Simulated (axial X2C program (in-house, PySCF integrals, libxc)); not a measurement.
# All-electron X2C curves of TiH

Aim: find the lowest determinant of TiH, scan the bond at several levels and fit the constants, once spin-free and once with spin–orbit coupling.

Method: all-electron X2C, Ti dyall-cv3z, H dyall-v3z; program: an in-house X2C program for linear molecules on PySCF integrals.

All values are calculated.

### Step 1. Set-up

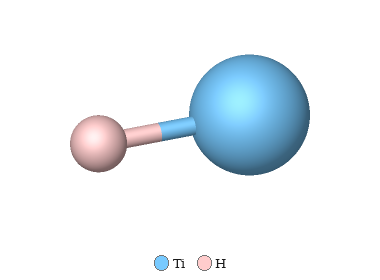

The two atoms at 1.680 Å (titanium blue, hydrogen pink).

Contents of task.json:

```json
{"zs": [22, 1], "q": 0, "bas": ["dyall-cv3z", "dyall-v3z"], "levels": ["PBE0", "HF", "B97-3"], "cc": true, "r0": 1.68, "thr": -2.0, "nmax": 90, "npts": 10, "nst": 2, "ntry": 6}
```

Keys: zs atomic numbers; q charge; bas basis sets; levels methods (HF also brings MP2); cc coupled cluster on or off; r0 starting distance in Å; thr threshold in hartree for freezing inner shells (an s shell follows its p shell); nmax most natural virtual spinors; npts points asked for on the curve; nst determinants followed; ntry starts of the search.

Started as:

```bash
> python so2c.py task.json out
```

Spin-free means the one-electron spin-free X2C Hamiltonian; two-component (2c) means X2C with spin–orbit coupling and atomic mean-field two-electron Coulomb and Gaunt terms. Basis: Ti dyall-cv3z contracted to [10s10p6d4f2g], H dyall-v3z contracted to [6s2p1d]; Gaussian nuclei, density fitting. Masses: Ti 47.948 u, H 1.008 u.

Notation: σ, π±, δ± give the projection m of an orbital's angular momentum (0, ±1, ±2), α and β its spin, Λ and M_S the sums; ω is the projection of a spinor's total angular momentum and Ω the sum. Logs are in hartree.

The results follow Hamiltonian by Hamiltonian and level by level.

### Step 2. Search for the lowest determinant

PBE0 moves the distance from 1.680 Å to 1.754 Å and compares determinants there.

Spin-free determinants:

| ΔE (eV) | state | open shells |
| --- | --- | --- |
| 0.00 | M_S = 3/2, Λ = 3 | beyond closed shells: σα, π+α, δ+α |
| 0.12 | M_S = 3/2, Λ = 0 | beyond closed shells: σα, δ+α, δ-α |
| 0.13 | M_S = 3/2, Λ = 1 | beyond closed shells: σα, π-α, δ+α |
| 0.17 | M_S = 3/2, Λ = 0 | beyond closed shells: σα, π+α, π-α |
| 0.59 | M_S = 1/2, Λ = 3 | beyond closed shells: σβ, π+α, δ+α |
| 0.77 | M_S = 3/2, Λ = 2 | beyond closed shells: 2 × σα, δ+α |
| 0.81 | M_S = 3/2, Λ = 2 | beyond closed shells: π+α, π-α, δ+α |

Two-component determinants:

```
ΔE (eV)    state                                       open shells
   0.00  Ω = 3/2                     excess of +ω over −ω: ω = 3/2
   0.04  Ω = 9/2   excess of +ω over −ω: ω = 1/2, ω = 3/2, ω = 5/2
   0.14  Ω = 3/2  excess of +ω over −ω: ω = 1/2, ω = -3/2, ω = 5/2
   0.15  Ω = 1/2                     excess of +ω over −ω: ω = 1/2
   0.16  Ω = 5/2                     excess of +ω over −ω: ω = 5/2
   0.59  Ω = 5/2        excess of +ω over −ω: 2 × ω = 1/2, ω = 3/2
   0.63  Ω = 7/2  excess of +ω over −ω: ω = -1/2, ω = 3/2, ω = 5/2
```

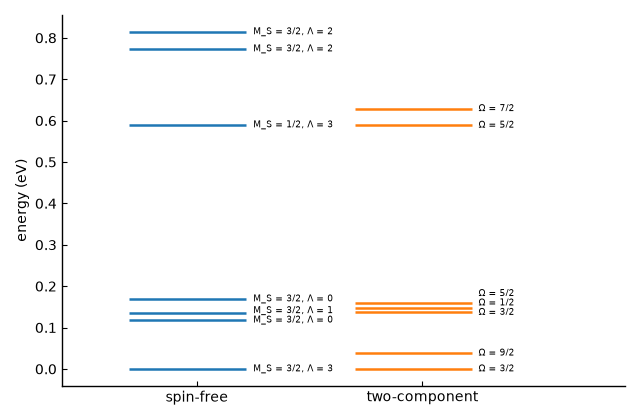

The determinants found, each set from its own lowest.

### Step 3. PBE0, spin-free

State followed: M_S = 3/2, Λ = 3 (beyond closed shells: σα, π+α, δ+α). The scan is laid around 1.754 Å, a first estimate of the minimum, and this SCF restarts from the orbitals of the search.

Output at 1.754 Å:

```text
spin-free X2C-1e  PBE0
basis functions 133  fitting functions 748  grid points 5071
iter        total energy     max residual
   1       -854.120020906     1.18e-05
   2       -854.120020910     5.83e-06
   3       -854.120020910     3.35e-06
converged
one-electron -1184.09484303  Coulomb 365.91472425  exact exchange -10.43823657  xc functional -32.13900801  nuclear repulsion 6.63734244
```

Along the bond, energies from the lowest point:

| R (Å) | E (eV) | μ (D) | HOMO (eV) | LUMO (eV) | iterations |
| --- | --- | --- | --- | --- | --- |
| 1.526 | 0.3144 | -2.03 | -4.64 | -1.43 | 13 |
| 1.596 | 0.1374 | -2.19 | -4.67 | -1.48 | 12 |
| 1.649 | 0.0568 | -2.31 | -4.70 | -1.51 | 11 |
| 1.701 | 0.0131 | -2.44 | -4.73 | -1.55 | 11 |
| 1.754 | 0.0000 | -2.58 | -4.76 | -1.59 | 3 |
| 1.815 | 0.0165 | -2.74 | -4.80 | -1.64 | 11 |
| 1.877 | 0.0607 | -2.91 | -4.83 | -1.70 | 11 |
| 1.956 | 0.1490 | -3.13 | -4.87 | -1.78 | 11 |
| 2.052 | 0.2922 | -3.41 | -4.93 | -1.88 | 11 |
| 2.192 | 0.5437 | -3.81 | -5.00 | -2.02 | 12 |

Dipoles are positive if H is the positive end.

Outer orbitals at the reference distance:

```csv
symmetry,occupied,ε (eV),atomic character
σα,yes,-7.39,"54% H s, 22% Ti s, 18% Ti d"
σβ,yes,-7.09,"58% H s, 18% Ti s, 14% Ti d"
δ+α,yes,-5.26,100% Ti d
π+α,yes,-5.10,97% Ti d
σα,yes,-4.76,"54% Ti s, 30% Ti d, 13% Ti p"
σβ,no,-1.59,"62% Ti s, 25% Ti p, 9% Ti d"
π-α,no,-1.57,"84% Ti d, 14% Ti p"
σα,no,-1.47,"51% Ti p, 40% Ti d, 6% H s"
δ-α,no,-1.42,100% Ti d
```

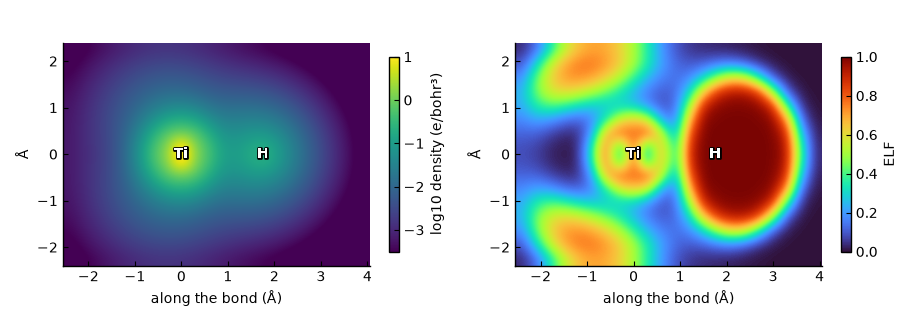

PBE0 fields in a plane through the axis, from a grid of 0.3 Å; Ti lies at z = 0 and H at z = 1.754 Å; the ELF is damped to zero where the density is low.

Re = 1.753 Å, ωe = 1591 cm⁻¹, ωexe = 22.2 cm⁻¹, Be = 5.557 cm⁻¹, De = 2.53 eV, μ = -2.58 D.

### Step 4. HF, spin-free

The SCF at the reference distance of 1.754 Å:

```text
spin-free X2C-1e  HF
basis functions 133  fitting functions 748  grid points 5071
iter        total energy     max residual
   1       -853.295722604     1.87e-01
   2       -853.312085557     2.01e-02
   3       -853.316061268     1.16e-02
   4       -853.317891405     9.46e-03
   5       -853.320363269     7.16e-03
   6       -853.322188414     3.61e-03
   7       -853.322718887     1.16e-03
   8       -853.322787478     3.62e-04
   9       -853.322790253     1.29e-04
  10       -853.322790674     8.96e-05
  11       -853.322790832     2.52e-05
  12       -853.322790863     8.60e-06
  13       -853.322790866     3.11e-06
  14       -853.322790867     1.00e-06
converged
one-electron -1182.87953827  Coulomb 364.71826690  exact exchange -41.79886194  xc functional 0.00000000  nuclear repulsion 6.63734244
```

Re = 1.855 Å, ωe = 1492 cm⁻¹, ωexe = 19.1 cm⁻¹, Be = 4.961 cm⁻¹, De = 2.02 eV, μ = -1.99 D.

### Step 5. B97-3, spin-free

The SCF at the reference distance of 1.754 Å:

```text
spin-free X2C-1e  B97-3
basis functions 133  fitting functions 748  grid points 5071
iter        total energy     max residual
   1       -854.206932935     9.61e-03
   2       -854.208064706     1.10e-02
   3       -854.209411407     5.33e-03
   4       -854.209760061     1.84e-03
   5       -854.209822562     6.92e-04
   6       -854.209833448     3.21e-04
   7       -854.209837007     2.07e-04
   8       -854.209837588     3.87e-05
   9       -854.209837670     2.78e-05
  10       -854.209837690     1.81e-05
  11       -854.209837697     2.90e-06
  12       -854.209837698     1.09e-06
converged
one-electron -1184.03033727  Coulomb 365.84655952  exact exchange -11.24214613  xc functional -31.42125626  nuclear repulsion 6.63734244
```

Re = 1.771 Å, ωe = 1545 cm⁻¹, ωexe = 21.5 cm⁻¹, Be = 5.447 cm⁻¹, De = 2.26 eV, μ = -2.37 D.

### Step 6. Correlated methods, spin-free

Correlated methods: 13 electrons correlated (frozen shells, counted by type: Ti 2 s, 1 p; H none), 213 virtual spinors in MP2, 90 natural virtuals in coupled cluster.

Output of the correlated part at 1.754 Å:

```text
correlated 13  virtual 213  natural virtual 90  E(MP2) -0.369177849  MP2 remainder -0.015243285
iter   CCSD correlation   residual
   1     -0.369468867   9.43e-02
   2     -0.377313247   4.04e-02
   3     -0.378646116   2.50e-02
   4     -0.379086414   1.79e-02
   5     -0.379712431   1.07e-02
   6     -0.379938220   5.40e-03
   7     -0.379946708   2.35e-03
   8     -0.379957251   9.20e-04
   9     -0.379955662   3.42e-04
  10     -0.379961602   1.39e-04
  11     -0.379962007   7.64e-05
  12     -0.379962218   3.77e-05
  13     -0.379962166   1.63e-05
  14     -0.379962347   6.76e-06
  15     -0.379962509   2.55e-06
  16     -0.379962533   9.59e-07
  17     -0.379962539   4.35e-07
(T) -0.009943577  T1 0.0584  D1 0.1983  max T2 0.053
```

T1 in the output is the amplitude norm over the root of the electron number; divide by √2 for the Lee–Taylor value.

MP2: Re = 1.765 Å, ωe = 1571 cm⁻¹, Be = 5.482 cm⁻¹, De = 2.33 eV.

CCSD: Re = 1.780 Å, ωe = 1553 cm⁻¹, ωexe = 23.4 cm⁻¹, Be = 5.388 cm⁻¹, De = 2.38 eV. T1 at Re = 0.041 (Lee–Taylor, the printed value over √2).

CCSD(T): Re = 1.774 Å, ωe = 1556 cm⁻¹, ωexe = 24 cm⁻¹, Be = 5.426 cm⁻¹, De = 2.33 eV. T1 at Re = 0.041 (Lee–Taylor, the printed value over √2).

### Step 7. A higher determinant, spin-free

State: M_S = 3/2, Λ = 0 (beyond closed shells: σα, δ+α, δ-α).

Output at the reference distance:

```text
spin-free X2C-1e  PBE0
basis functions 133  fitting functions 748  grid points 5071
iter        total energy     max residual
   1       -854.115689295     1.62e-05
   2       -854.115689300     1.16e-05
   3       -854.115689302     1.03e-05
converged
one-electron -1184.38939466  Coulomb 366.24666370  exact exchange -10.44165157  xc functional -32.16864920  nuclear repulsion 6.63734244
```

| R (Å) | E above the lowest PBE0 point (eV) |
| --- | --- |
| 1.526 | 0.478 |
| 1.596 | 0.283 |
| 1.649 | 0.191 |
| 1.701 | 0.138 |
| 1.754 | 0.118 |
| 1.815 | 0.127 |
| 1.877 | 0.166 |
| 1.956 | 0.248 |
| 2.052 | 0.386 |

Re = 1.767 Å, ωe = 1590 cm⁻¹, ωexe = 23.2 cm⁻¹, Be = 5.471 cm⁻¹, μ = -3.22 D. Te = 0.12 eV.

### Step 8. The spin-free curves together

Energy (eV) of the followed determinant, spin-free, from each level's lowest point:

| R (Å) | PBE0 | HF | MP2 | CCSD | CCSD(T) | B97-3 |
| --- | --- | --- | --- | --- | --- | --- |
| 1.526 | 0.314 | 0.642 | 0.338 | n/a | n/a | 0.352 |
| 1.596 | 0.137 | 0.365 | 0.155 | 0.184 | 0.172 | 0.163 |
| 1.649 | 0.057 | 0.217 | 0.069 | 0.086 | 0.079 | 0.074 |
| 1.701 | 0.013 | 0.113 | 0.019 | 0.027 | 0.024 | 0.021 |
| 1.754 | 0.000 | 0.045 | 0.000 | 0.000 | 0.000 | 0.000 |
| 1.815 | 0.017 | 0.005 | 0.010 | 0.002 | 0.005 | 0.007 |
| 1.877 | 0.061 | 0.000 | 0.049 | 0.033 | 0.039 | 0.042 |
| 1.956 | 0.149 | 0.035 | 0.131 | 0.106 | 0.115 | 0.118 |
| 2.052 | 0.292 | 0.125 | 0.270 | n/a | n/a | 0.248 |
| 2.192 | 0.544 | 0.320 | 0.518 | n/a | n/a | 0.480 |

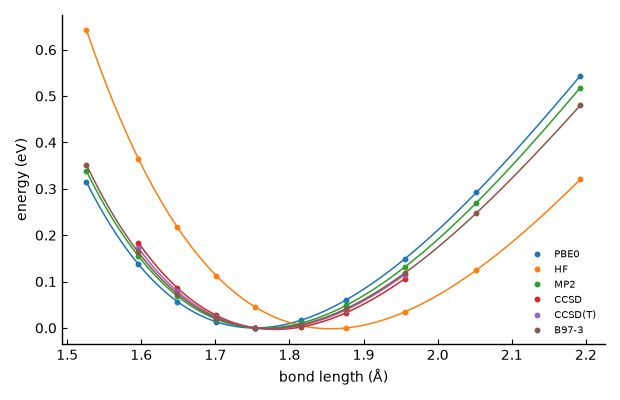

Curves of the followed state, spin-free, each from its own lowest point.

### Step 9. PBE0, 2c

State followed: Ω = 3/2 (excess of +ω over −ω: ω = 3/2). The scan is laid around 1.754 Å, a first estimate of the minimum, and this SCF restarts from the orbitals of the search.

Output at 1.754 Å:

```text
two-component X2C + atomic mean field  PBE0
basis functions 133  fitting functions 748  grid points 5071
iter        total energy     max residual
   1       -853.933026889     7.32e-06
   2       -853.933026891     9.44e-06
converged
one-electron -1183.63227961  Coulomb 365.82002029  exact exchange -10.43542539  xc functional -32.13046680  nuclear repulsion 6.63734244  atomic mean-field constant -0.19221782
```

Along the bond, energies from the lowest point:

| R (Å) | E (eV) | μ (D) | HOMO (eV) | LUMO (eV) | iterations |
| --- | --- | --- | --- | --- | --- |
| 1.526 | 0.3148 | -2.03 | -4.64 | -1.43 | 13 |
| 1.596 | 0.1377 | -2.19 | -4.67 | -1.48 | 12 |
| 1.649 | 0.0570 | -2.31 | -4.70 | -1.51 | 11 |
| 1.701 | 0.0132 | -2.44 | -4.73 | -1.55 | 11 |
| 1.754 | 0.0000 | -2.58 | -4.76 | -1.59 | 2 |
| 1.815 | 0.0164 | -2.74 | -4.79 | -1.63 | 11 |
| 1.877 | 0.0605 | -2.91 | -4.83 | -1.69 | 11 |
| 1.956 | 0.1487 | -3.13 | -4.87 | -1.77 | 11 |
| 2.052 | 0.2916 | -3.41 | -4.93 | -1.87 | 11 |
| 2.192 | 0.5430 | -3.81 | -5.00 | -2.02 | 12 |

Dipoles are positive if H is the positive end.

Outer spinors at the reference distance:

| ω | occupied | ε (eV) | atomic character | λ mixture |
| --- | --- | --- | --- | --- |
| -1/2 | yes | -7.39 | 54% H s, 22% Ti s, 18% Ti d | 100% σ |
| 1/2 | yes | -7.09 | 58% H s, 18% Ti s, 14% Ti d | 100% σ |
| 3/2 | yes | -5.27 | 100% Ti d | 100% δ |
| 1/2 | yes | -5.10 | 97% Ti d | 100% π |
| -1/2 | yes | -4.76 | 54% Ti s, 30% Ti d, 13% Ti p | 100% σ |
| 1/2 | no | -1.59 | 62% Ti s, 25% Ti p, 9% Ti d | 100% σ |
| -3/2 | no | -1.56 | 85% Ti d, 14% Ti p | 100% π |
| -1/2 | no | -1.47 | 51% Ti p, 40% Ti d, 6% H s | 100% σ |
| -5/2 | no | -1.41 | 100% Ti d | 100% δ |

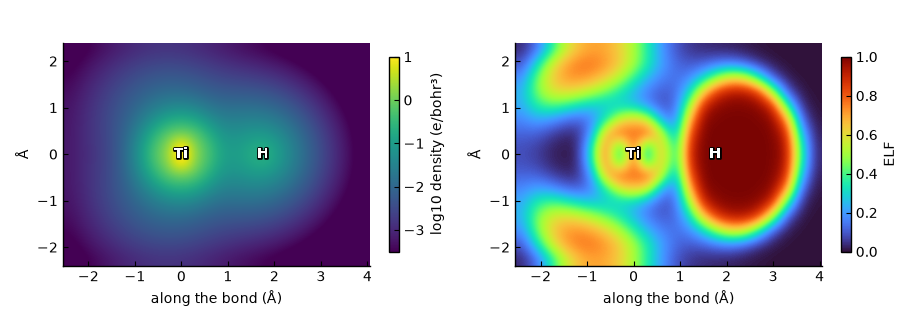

PBE0 fields in a plane through the axis, from a grid of 0.3 Å; Ti lies at z = 0 and H at z = 1.754 Å; the ELF is damped to zero where the density is low.

Re = 1.753 Å, ωe = 1590 cm⁻¹, ωexe = 22.2 cm⁻¹, Be = 5.555 cm⁻¹, De = 2.56 eV, μ = -2.58 D.

### Step 10. HF, 2c

Output at 1.754 Å:

```text
two-component X2C + atomic mean field  HF
basis functions 133  fitting functions 748  grid points 5071
iter        total energy     max residual
   1       -853.108836260     1.87e-01
   2       -853.125195095     2.01e-02
   3       -853.129168170     1.16e-02
   4       -853.130997855     9.45e-03
   5       -853.133467584     7.16e-03
   6       -853.135294136     3.61e-03
   7       -853.135827155     1.16e-03
   8       -853.135896112     3.63e-04
   9       -853.135898978     1.29e-04
  10       -853.135899447     9.01e-05
  11       -853.135899638     4.49e-05
  12       -853.135899704     3.97e-05
  13       -853.135899737     3.45e-05
  14       -853.135899784     2.43e-05
  15       -853.135899824     8.52e-06
  16       -853.135899830     2.05e-06
  17       -853.135899831     1.44e-06
converged
one-electron -1182.41656654  Coulomb 364.62317996  exact exchange -41.78763787  xc functional 0.00000000  nuclear repulsion 6.63734244  atomic mean-field constant -0.19221782
```

Re = 1.856 Å, ωe = 1492 cm⁻¹, ωexe = 19.1 cm⁻¹, Be = 4.959 cm⁻¹, De = 2.04 eV, μ = -1.99 D.

### Step 11. B97-3, 2c

Output at 1.754 Å:

```text
two-component X2C + atomic mean field  B97-3
basis functions 133  fitting functions 748  grid points 5071
iter        total energy     max residual
   1       -854.019999756     9.66e-03
   2       -854.021139685     1.10e-02
   3       -854.022482932     5.32e-03
   4       -854.022832537     1.84e-03
   5       -854.022898207     7.02e-04
   6       -854.022913241     3.13e-04
   7       -854.022923178     2.93e-04
   8       -854.022931206     3.25e-04
   9       -854.022934643     3.38e-04
  10       -854.022917269     2.61e-04
  11       -854.022892903     3.34e-04
  12       -854.022893377     2.76e-04
  13       -854.022894487     9.88e-05
  14       -854.022894627     1.06e-05
  15       -854.022894627     9.05e-06
converged
one-electron -1183.56838525  Coulomb 365.75252178  exact exchange -11.23912114  xc functional -31.41303464  nuclear repulsion 6.63734244  atomic mean-field constant -0.19221782
```

No constants are quoted: the points don't follow one smooth fit.

### Step 12. Correlated methods, 2c

Correlated methods: 13 electrons correlated (frozen shells, counted by type: Ti 2 s, 1 p; H none), 213 virtual spinors in MP2, 90 natural virtuals in coupled cluster.

Output of the correlated part at 1.754 Å:

```text
correlated 13  virtual 213  natural virtual 90  E(MP2) -0.369393046  MP2 remainder -0.015254802
iter   CCSD correlation   residual
   1     -0.369653865   9.44e-02
   2     -0.377502194   4.04e-02
   3     -0.378837918   2.50e-02
   4     -0.379278861   1.79e-02
   5     -0.379905338   1.07e-02
   6     -0.380131708   5.41e-03
   7     -0.380140220   2.36e-03
   8     -0.380150821   9.22e-04
   9     -0.380149229   3.43e-04
  10     -0.380155193   1.40e-04
  11     -0.380155596   7.70e-05
  12     -0.380155806   3.80e-05
  13     -0.380155754   1.64e-05
  14     -0.380155937   6.85e-06
  15     -0.380156102   2.63e-06
  16     -0.380156126   1.06e-06
  17     -0.380156133   5.70e-07
(T) -0.009962337  T1 0.0585  D1 0.1984  max T2 0.052
```

MP2: Re = 1.765 Å, ωe = 1570 cm⁻¹, Be = 5.482 cm⁻¹, De = 2.35 eV.

CCSD: Re = 1.781 Å, ωe = 1552 cm⁻¹, ωexe = 23.2 cm⁻¹, Be = 5.386 cm⁻¹, De = 2.40 eV. T1 at Re = 0.041 (Lee–Taylor, the printed value over √2).

CCSD(T): Re = 1.774 Å, ωe = 1556 cm⁻¹, ωexe = 23.9 cm⁻¹, Be = 5.425 cm⁻¹, De = 2.35 eV. T1 at Re = 0.041 (Lee–Taylor, the printed value over √2).

### Step 13. A higher determinant, 2c

State: Ω = 9/2 (excess of +ω over −ω: ω = 1/2, ω = 3/2, ω = 5/2).

Output at the reference distance:

```text
two-component X2C + atomic mean field  PBE0
basis functions 133  fitting functions 748  grid points 5071
iter        total energy     max residual
   1       -853.931623272     6.61e-05
   2       -853.931623346     4.47e-05
   3       -853.931623372     3.42e-05
   4       -853.931623407     7.05e-06
   5       -853.931623407     2.37e-06
converged
one-electron -1183.62113266  Coulomb 365.80963405  exact exchange -10.43528866  xc functional -32.12996076  nuclear repulsion 6.63734244  atomic mean-field constant -0.19221782
```

| R (Å) | E above the lowest PBE0 point (eV) |
| --- | --- |
| 1.526 | 0.352 |
| 1.596 | 0.175 |
| 1.649 | 0.095 |
| 1.701 | 0.051 |
| 1.754 | 0.038 |
| 1.815 | 0.055 |
| 1.877 | 0.099 |
| 1.956 | 0.188 |
| 2.052 | 0.331 |

Re = 1.753 Å, ωe = 1591 cm⁻¹, ωexe = 22.3 cm⁻¹, Be = 5.558 cm⁻¹, μ = -2.58 D. Te = 0.04 eV.

### Step 14. The 2c curves together

Energy (eV) of the followed determinant, 2c, from each level's lowest point:

| R (Å) | PBE0 | HF | MP2 | CCSD | CCSD(T) | B97-3 |
| --- | --- | --- | --- | --- | --- | --- |
| 1.526 | 0.315 | 0.643 | 0.338 | n/a | n/a | 0.325 |
| 1.596 | 0.138 | 0.366 | 0.155 | 0.184 | 0.172 | 0.146 |
| 1.649 | 0.057 | 0.217 | 0.069 | 0.086 | 0.079 | 0.062 |
| 1.701 | 0.013 | 0.113 | 0.019 | 0.027 | 0.024 | 0.014 |
| 1.754 | 0.000 | 0.045 | 0.000 | 0.000 | 0.000 | 0.000 |
| 1.815 | 0.016 | 0.005 | 0.010 | 0.002 | 0.005 | 0.007 |
| 1.877 | 0.061 | 0.000 | 0.049 | 0.033 | 0.039 | n/a |
| 1.956 | 0.149 | 0.034 | 0.131 | 0.106 | 0.115 | 0.118 |
| 2.052 | 0.292 | 0.124 | 0.269 | n/a | n/a | 0.247 |
| 2.192 | 0.543 | 0.320 | 0.518 | n/a | n/a | 0.479 |

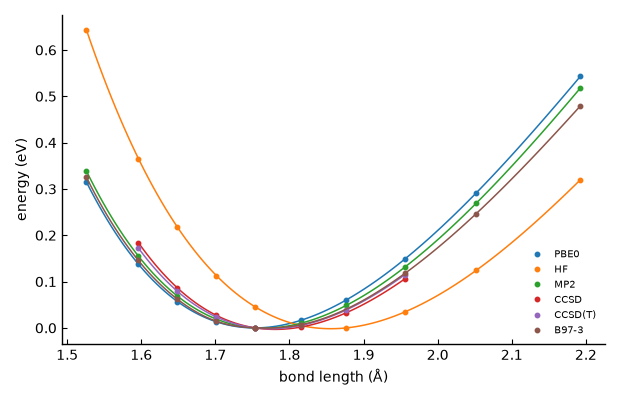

Curves of the followed state, 2c, each from its own lowest point.

The whole job took 2.5 min on 1 thread, shared host.

### Step 15. What came out

Lowest determinant that the search found at its distance, spin-free: M_S = 3/2, Λ = 3 (beyond closed shells: σα, π+α, δ+α).

Lowest determinant that the search found at its distance, 2c: Ω = 3/2 (excess of +ω over −ω: ω = 3/2).

```csv
Hamiltonian,level,Re (Å),ωe (cm⁻¹),De (eV),μ (D)
spin-free,PBE0,1.753,1591,2.53,-2.58
spin-free,HF,1.855,1492,2.02,-1.99
spin-free,MP2,1.765,1571,2.33,n/a
spin-free,CCSD,1.780,1553,2.38,n/a
spin-free,CCSD(T),1.774,1556,2.33,n/a
spin-free,B97-3,1.771,1545,2.26,-2.37
2c,PBE0,1.753,1590,2.56,-2.58
2c,HF,1.856,1492,2.04,-1.99
2c,MP2,1.765,1570,2.35,n/a
2c,CCSD,1.781,1552,2.40,n/a
2c,CCSD(T),1.774,1556,2.35,n/a
```

Dipoles are positive if H is the positive end. No constants: 2c B97-3 (the points don't follow one smooth fit).

Time per point (s) on 1 thread, shared host (2c runs; CCSD comes with the CCSD(T) run); the times are rough: PBE0 0.26, HF 0.17, MP2 0.33, CCSD(T) 5.7.

At CCSD(T), going from spin-free to two-component changes Re by 0 mÅ, ωe by 0.0 %; the spin-free picture holds up (part of it comes from the scalar share of the two-electron terms). De moves by +0.02 eV; both De rest on single-determinant atoms, which can miss part of an open shell's spin–orbit lowering.

De refers to Ti + H, each in the lowest determinant found, which need not be this curve's own limit. Each curve is one determinant whose occupation by symmetry is held fixed; it was picked as the lowest of a PBE0 search that is not exhaustive. Dissociation energies refer to the lowest single-determinant-based atoms at the same level and basis. Density functionals use the spin component along the axis (collinear). CCSD and (T) use frozen natural virtuals with an MP2 correction for the truncation. With several unpaired electrons one determinant need not be a pure state. T1 at Re is 0.041 (Lee–Taylor), above the customary mark of 0.02.
